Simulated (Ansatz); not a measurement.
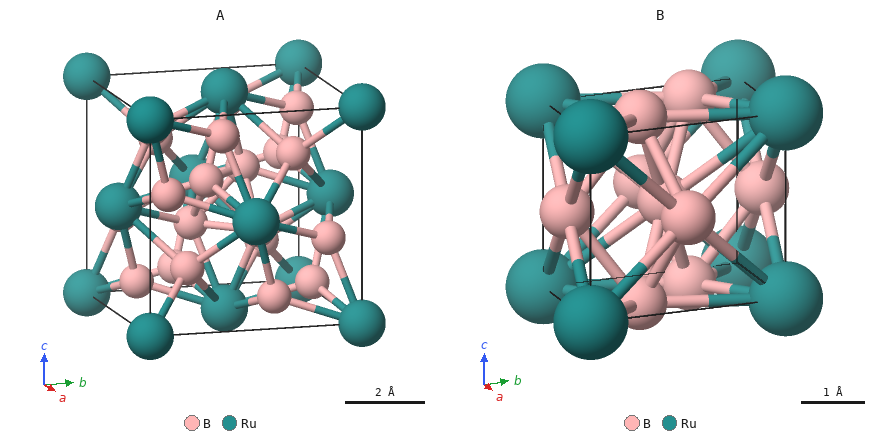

Two structures of B5Ru, each relaxed to rest (conventional cells in solid outline, small ones repeated, not to one scale). Method: Ansatz 0.2.0, DFT PBE, scalar-relativistic, plane waves, PAW, without spin polarisation.

### Which structures are these?

A: 24 atoms a cell on a face-centred cubic lattice, F-43m. B: CaCu₅ type, P6/mmm.

### Which structure is more stable?

A is lower, by 60 meV/atom at this level of theory (energies at zero smearing). Volumes: A 7.3, B 7.3 Å³/atom.

One or both may be structure types tried for this composition rather than known phases.
